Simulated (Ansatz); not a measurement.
```yaml
atoms:
  - { symbol: Si, position_ang: [-1.0521, -0.0567, 0.3183] }
  - { symbol: Cl, position_ang: [2.0231, 1.5291, -1.7786] }
  - { symbol: Cl, position_ang: [-1.7470, -0.7142, -1.4731] }
  - { symbol: Cl, position_ang: [-2.0933, -0.9916, 1.8105] }
  - { symbol: H, position_ang: [-1.2567, 1.3911, 0.4711] }
  - { symbol: H, position_ang: [1.4447, 0.7133, -0.9276] }
  - { symbol: N, position_ang: [0.6335, -0.3994, 0.3437] }
  - { symbol: H, position_ang: [0.9126, -1.3271, 0.0504] }
  - { symbol: H, position_ang: [1.1354, -0.1445, 1.1853] }
```

The product side of a reaction path; geometry: PBE0-D4/def2-TZVP.

Method: RKS PBE0-D4/def2-TZVPP (Ansatz 0.2.0).

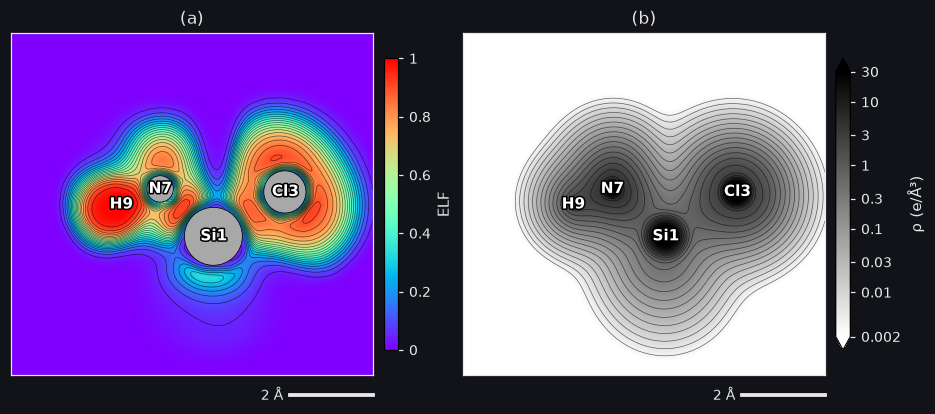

Cl$_{2}$H$_{3}$NSi···HCl. (a) ELF; (b) electron density on the plane of atoms Cl3, Si1 and N7. Grey discs cover the atomic cores in the ELF map.

Question: What does the map show?

Answer: The section cuts through Si, Cl, N and H sites. Si–N (1.72 Å): ρ is about 1.1 e/Å³ halfway; the ELF peaks at about 0.90 between the atoms: a shared but strongly polarised pair. Si–Cl (2.03 Å): the density is about 0.96 e/Å³ at the midpoint; the ELF peaks at about 0.85 between the atoms, as expected for a shared but strongly polarised pair. N–H (1.01 Å): the density is about 2.9 e/Å³ at the midpoint; the ELF climbs to about 1 towards the hydrogen, as it does in any bond to H (an ordinary covalent bond to hydrogen). The ELF also peaks beside Cl3, away from the bonds: lone-pair regions.
